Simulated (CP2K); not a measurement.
# PBE/DZVP-MOLOPT-SR-GTH (core potential) run of Si2H4F2 (SMILES F[SiH](F)[SiH3])

Aim: the vertical ionisation energy of Si2H4F2 at PBE/DZVP-MOLOPT-SR-GTH (core potential), from 2 runs. 

The results are computed with CP2K 2026.2.

2 further runs of the same task are left out: 1 that didn't finish, 1 set aside as unsound or not needed.

**1. The molecule**

Si2H4F2 has 8 atoms, charge 0, and is taken as a singlet. SMILES: `F[SiH](F)[SiH3]`. The coordinates come from a PBE0-D4/def2-TZVP relaxation.

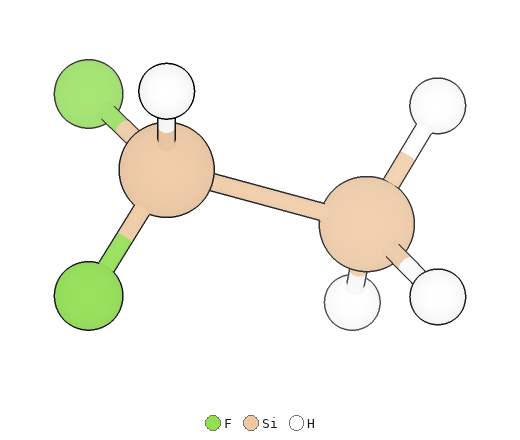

Viewed from a chosen angle; fluorine green, silicon light orange, hydrogen white.

**2. The energy at PBE/DZVP-MOLOPT-SR-GTH (core potential)**

File gas.inp:

```
&GLOBAL
  PROJECT_NAME gas
  RUN_TYPE ENERGY
  PRINT_LEVEL MEDIUM
&END

&FORCE_EVAL
  METHOD Quickstep
  &DFT
    BASIS_SET_FILE_NAME BASIS_MOLOPT
    POTENTIAL_FILE_NAME GTH_POTENTIALS
    ! Quickstep
    &QS
      METHOD GPW
      EPS_DEFAULT 1.0E-10
    &END
    ! plane-wave cutoff in Ry
    &MGRID
      CUTOFF 400
      REL_CUTOFF 50
      NGRIDS 4
    &END
    &POISSON
      PERIODIC NONE
      POISSON_SOLVER MULTIPOLE
    &END
    &SCF
      SCF_GUESS ATOMIC
      EPS_SCF 1.0E-06
      MAX_SCF 100
      ADDED_MOS 3
      &DIAGONALIZATION
        ALGORITHM STANDARD
      &END
      &MIXING
        METHOD BROYDEN_MIXING
        ALPHA 0.3
        NBUFFER 4
      &END
    &END
    ! exchange and correlation
    &XC
      &XC_FUNCTIONAL PBE
      &END
    &END
    ! extra output
    &PRINT
      &MOMENTS
        PERIODIC F
        REFERENCE COM
        MAX_MOMENT 1
      &END
      &MO ON
        ENERGIES T
        OCCUPATION_NUMBERS T
        NDIGITS 6
        &EACH
          QS_SCF 0
        &END
        ADD_LAST NUMERIC
      &END
      &HIRSHFELD OFF
      &END
    &END
  &END
  ! atoms, cell and kinds
  &SUBSYS
    &CELL
      ABC 11.1 9.7 10.4
      PERIODIC NONE
    &END
    &COORD
      F      0.971900    -1.046400     1.729500
      Si     1.061800    -0.320500     0.314000
      F      1.618700    -1.392500    -0.725000
      Si    -1.075200     0.372800    -0.346900
      H      2.081000     0.748800     0.431800
      H     -1.595200     1.352300     0.642900
      H     -0.983200     1.025300    -1.679300
      H     -1.987700    -0.796800    -0.422700
    &END
    &TOPOLOGY
      &CENTER_COORDINATES
      &END
    &END
    &KIND F
      BASIS_SET DZVP-MOLOPT-SR-GTH-q7
      POTENTIAL GTH-PBE-q7
    &END
    &KIND Si
      BASIS_SET DZVP-MOLOPT-SR-GTH-q4
      POTENTIAL GTH-PBE-q4
    &END
    &KIND H
      BASIS_SET DZVP-MOLOPT-SR-GTH-q1
      POTENTIAL GTH-PBE-q1
    &END
  &END
&END
```

Launch:

```bash
$ OMP_NUM_THREADS=1 cp2k.psmp gas.inp > gas.out
```

What it wrote:

```text
CP2K| version string:                                       CP2K version 2026.2
[...]
 GLOBAL| Method name                                                        CP2K
[...]
 GLOBAL| Run type                                                         ENERGY
[...]
 DFT| Spin restricted Kohn-Sham (RKS) calculation                            RKS
 DFT| Multiplicity                                                             1
[...]
 DFT| Charge                                                                   0
[...]
 FUNCTIONAL| PBE:
 QS| Method:                                                                 GPW
[...]
 QS| Density cutoff [a.u.]:                                                200.0
[...]
 QS| Relative density cutoff [a.u.]:                                        25.0
[...]
                             - Atoms:                                          8
[...]
                             - Spherical basis functions:                     72
[...]
 Number of electrons:                                                         26
[...]
     1 NoMix/Diag. 0.30E+00    2.5     1.16742239       -58.1500107106 -5.82E+01
[...]
    20 Broy./Diag. 0.30E+00    2.5     0.00000073       -58.7897878531 -8.64E-06
  *** SCF run converged in    20 steps ***
[...]
  Overlap energy of the core charge distribution:               0.00000005096874
  Self energy of the core charge distribution:               -154.78274613648531
  Core Hamiltonian energy:                                     42.81029242185384
  Hartree energy:                                              66.37680155868605
  Exchange-correlation energy:                                -13.19413574808540
  Total energy:                                               -58.78978785306209
[...]
                     Mulliken Population Analysis
 #  Atom  Element  Kind  Atomic population                           Net charge
       1     F        1          7.302141                             -0.302141
       2     Si       2          3.453207                              0.546793
       3     F        1          7.302336                             -0.302336
       4     Si       2          4.187776                             -0.187776
       5     H        3          0.945449                              0.054551
       6     H        3          0.937041                              0.062959
       7     H        3          0.936883                              0.063117
       8     H        3          0.935167                              0.064833
 # Total charge                             26.000000                 -0.000000
[...]
  Dipole moment [Debye]
    X= -0.7799118E+00 Y=  0.1510110E+01 Z= -0.4217657E+00  Total=      1.7511654
 ENERGY| Total FORCE_EVAL ( QS ) energy [hartree]            -58.789787853062094
[...]
```

It took 55 s on 1 thread of Intel Xeon Platinum 8259CL at 2.50GHz (Skylake/Cascade Lake), shared host; peak memory 1.3 GiB.

**3. The doublet cation**

File qs.inp:

```
&FORCE_EVAL
  METHOD Quickstep
  &DFT
    BASIS_SET_FILE_NAME BASIS_MOLOPT
    POTENTIAL_FILE_NAME GTH_POTENTIALS
    CHARGE 1
    MULTIPLICITY 2
    LSD T
    &QS
      METHOD GPW
      EPS_DEFAULT 1.0E-10
    &END QS
    &MGRID
      CUTOFF 400
      REL_CUTOFF 50
      NGRIDS 4
    &END MGRID
    &POISSON
      PERIODIC NONE
      POISSON_SOLVER MULTIPOLE
    &END POISSON
    &SCF
      SCF_GUESS ATOMIC
      EPS_SCF 1.0E-06
      MAX_SCF 50
      &OT
        MINIMIZER DIIS
        PRECONDITIONER FULL_ALL
      &END OT
      &OUTER_SCF
        EPS_SCF 1.0E-06
        MAX_SCF 5
      &END OUTER_SCF
    &END SCF
    &XC
      &XC_FUNCTIONAL PBE
      &END XC_FUNCTIONAL
    &END XC
    &PRINT
      &MOMENTS
        PERIODIC F
        REFERENCE COM
        MAX_MOMENT 1
      &END MOMENTS
      &MO_CUBES
        NLUMO 5
        NHOMO -1
        WRITE_CUBE F
      &END MO_CUBES
      &HIRSHFELD OFF
      &END HIRSHFELD
    &END PRINT
  &END DFT
  &SUBSYS
    &CELL
      ABC 11.1 9.7 10.4
      PERIODIC NONE
    &END CELL
    &COORD
      F      0.971900    -1.046400     1.729500
      Si     1.061800    -0.320500     0.314000
      F      1.618700    -1.392500    -0.725000
      Si    -1.075200     0.372800    -0.346900
      H      2.081000     0.748800     0.431800
      H     -1.595200     1.352300     0.642900
      H     -0.983200     1.025300    -1.679300
      H     -1.987700    -0.796800    -0.422700
    &END COORD
    &TOPOLOGY
      &CENTER_COORDINATES
      &END CENTER_COORDINATES
    &END TOPOLOGY
    &KIND F
      BASIS_SET DZVP-MOLOPT-SR-GTH-q7
      POTENTIAL GTH-PBE-q7
    &END KIND
    &KIND Si
      BASIS_SET DZVP-MOLOPT-SR-GTH-q4
      POTENTIAL GTH-PBE-q4
    &END KIND
    &KIND H
      BASIS_SET DZVP-MOLOPT-SR-GTH-q1
      POTENTIAL GTH-PBE-q1
    &END KIND
  &END SUBSYS
&END FORCE_EVAL

&GLOBAL
  PROJECT_NAME qs
  RUN_TYPE ENERGY
  PRINT_LEVEL MEDIUM
&END GLOBAL
```

Launch:

```bash
$ OMP_NUM_THREADS=1 cp2k.psmp qs.inp > qs.out
```

What it wrote (excerpt; [...] marks lines left out):

```text
CP2K| version string:                                       CP2K version 2026.2
[...]
 GLOBAL| Method name                                                        CP2K
[...]
 GLOBAL| Run type                                                         ENERGY
[...]
 DFT| Spin unrestricted (spin-polarized) Kohn-Sham calculation               UKS
 DFT| Multiplicity                                                             2
[...]
 DFT| Charge                                                                   1
[...]
 FUNCTIONAL| PBE:
 QS| Method:                                                                 GPW
[...]
 QS| Density cutoff [a.u.]:                                                200.0
[...]
 QS| Relative density cutoff [a.u.]:                                        25.0
[...]
                             - Atoms:                                          8
[...]
                             - Spherical basis functions:                     72
[...]
 Number of electrons:                                                         13
[...]
     1 OT DIIS     0.15E+00    3.5     0.10999920       -55.8948277188 -5.59E+01
[...]
     6 OT DIIS     0.15E+00    3.9     0.00000076       -58.4030216263 -2.52E-09
  *** SCF run converged in     6 steps ***
[...]
  Overlap energy of the core charge distribution:               0.00000005096874
  Self energy of the core charge distribution:               -154.78274613648531
  Core Hamiltonian energy:                                     42.37331004483011
  Hartree energy:                                              66.84295331548766
  Exchange-correlation energy:                                -12.83653890106368
  Total energy:                                               -58.40302162626249
[...]
                     Mulliken Population Analysis
 #  Atom  Element  Kind  Atomic population (alpha,beta) Net charge  Spin moment
       1     F        1         3.631686     3.542058    -0.173744     0.089629
       2     Si       2         1.753225     1.506618     0.740156     0.246607
       3     F        1         3.631781     3.542373    -0.174153     0.089408
       4     Si       2         2.071150     1.751832     0.177018     0.319318
[...]
  Dipole moment [Debye]
    X= -0.2362675E+01 Y=  0.3750007E+01 Z= -0.1153941E+01  Total=      4.5799963
[...]
 HOMO - LUMO gap [eV] :    1.071269
 ENERGY| Total FORCE_EVAL ( QS ) energy [hartree]            -58.403021626262493
[...]
```

Wall time 3.7 min (1 thread of Intel Xeon Platinum 8259CL at 2.50GHz (Skylake/Cascade Lake), shared host); peak memory 1.1 GiB.

**4. Summary of results**

Level: PBE/DZVP-MOLOPT-SR-GTH (core potential).

```
                                          quantity         value
                     singlet Si2H4F2: total energy  -58.78979 Eh
                    singlet Si2H4F2: dipole moment        1.75 D
                      singlet Si2H4F2: HOMO energy      -7.33 eV
                      singlet Si2H4F2: LUMO energy      -1.18 eV
                    singlet Si2H4F2: HOMO–LUMO gap       6.16 eV
                      doublet cation: total energy  -58.40302 Eh
doublet cation: HOMO energy (highest over α and β)     -14.64 eV
 doublet cation: LUMO energy (lowest over α and β)     -13.67 eV
                              doublet cation: ⟨S²⟩         0.753
vertical ionisation energy (to the doublet cation)     10.524 eV
```

What this shows: The vertical ionisation energy comes to 10.52 eV (1015 kJ/mol). −ε(HOMO) before ionisation, 7.33 eV, is 3.19 eV below this ionisation energy.
